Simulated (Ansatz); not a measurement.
The compound is SrCuO3 (cubic perovskite) (Pm-3m).

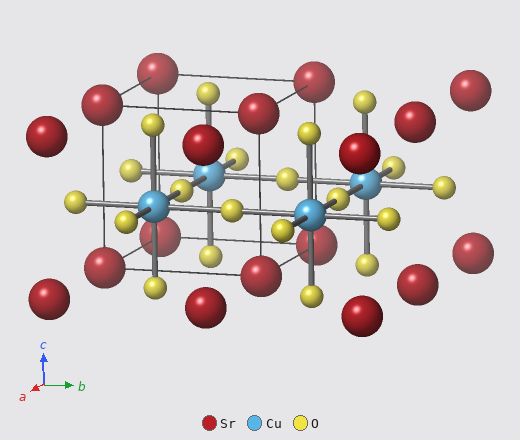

The structure (strontium red, copper blue, oxygen yellow). 2×2×1 cells are drawn. Some periodic images of atoms are drawn too.

The structure was built from a prototype and need not be the compound's stable phase.

It takes space group Pm-3m (No. 221, cubic). Conventional cell: a = 3.767 Å, b = 3.767 Å, c = 3.767 Å, α = 90.00°, β = 90.00°, γ = 90.00°. Sr has 12 O at 2.66 Å nearest. Nearest to Cu lie 6 O at 1.88 Å. Nearest to O lie 2 Cu at 1.88 Å and 4 Sr at 2.66 Å. Farther neighbours and most contacts between anions are not listed.

```xyz
5
Lattice="0.0000 -3.7673 0.0000 0.0000 0.0000 3.7673 -3.7673 0.0000 0.0000" Properties=species:S:1:pos:R:3 pbc="T T T"
Sr    0.0000    0.0000    0.0000
Cu   -1.8837   -1.8837    1.8837
O     0.0000   -1.8837    1.8837
O    -1.8837   -1.8837    0.0000
O    -1.8837    0.0000    1.8837
```

The structure was relaxed with LDA. The structure type comes from a generator and need not be one that this composition takes. The structure was generated from a model, not taken from a measurement. The runs that relaxed it are not among those shown. The program's search for lower electronic states was switched off, so nothing shows that the state found is the lowest. PAW set soft_2, made with PBE.

A constrained-RPA run (Ansatz 0.2.0; non-magnetic LDA; Cu d + anion p, bands v13 to c1, 4×4×4 mesh, medium accuracy) builds 14 functions on bands 9.8 eV wide, with 25.0 electrons in the window. The bare on-site interaction is 28.7 eV and the bare J 1.01 eV.

Question: Estimate U, U′ and J.

On the Cu d shell, U = 11.90 eV (41 % of the bare value), U′ = 10.19 eV, J = 0.86 eV.

The parent state is non-magnetic and the interaction static (zero frequency); U depends on the window and the orbitals, so it belongs to this model alone. A window that holds the anion p bands defines a model with explicit ligands; its U belongs to that model and is not the U of DFT+U.

[Paths, hosts, dates, memory and timing lines, banners, echoed tables and standing remarks are left out of the program output.]

[Logs are printed without paths, hosts, clocks, repeated set-up lines and the standing remarks that a program may print on its own settings, such as how far it seeks lower states.]

[Runs of the session that timed out or met a known fault of the program may be left out.]

[Hosts, paths, dates, database ids (printed as entryN), source tags and the programs' standing remarks are cut or masked in the printed files.]
